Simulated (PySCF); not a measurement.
SMILES C[C](C)(C)[Cd][OH] at its GFN2-xTB optimised geometry (Å):

```
16

Cd    -1.0179     0.0747     0.0000
C      1.1813     0.0747     0.0000
C      1.8571    -1.2945     0.0048
C      1.5806     0.8575    -1.2497
C      1.5794     0.8655     1.2450
H      2.9442    -1.1663     0.0055
H      1.5907    -1.8733    -0.8793
H      1.5889    -1.8681     0.8916
H      1.3401     0.3006    -2.1594
H      1.0654     1.8221    -1.2777
H      2.6580     1.0498    -1.2493
H      1.0646     1.8305     1.2659
H      1.3372     0.3148     2.1581
H      2.6569     1.0571     1.2449
O     -1.9846     1.8480     0.0000
H     -2.9442     1.8733    -0.0002
```

Method: PBE0/def2-TZVP, def2 effective core potentials past Kr (PySCF). The core electrons that the potentials of Cd replace are not part of the density.

Map of the electron localisation function on the plane z = 0.6 Å:

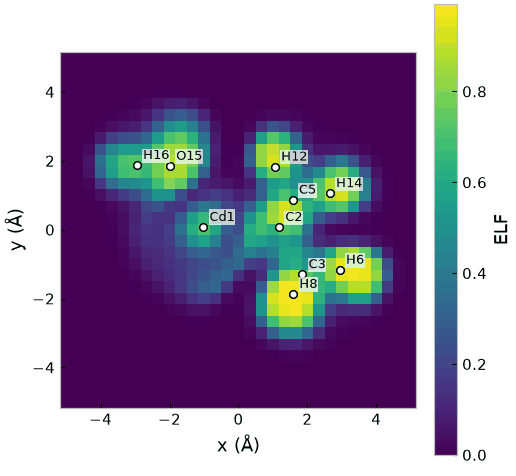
Figure. Electron localisation function on the plane z = 0.6 Å.
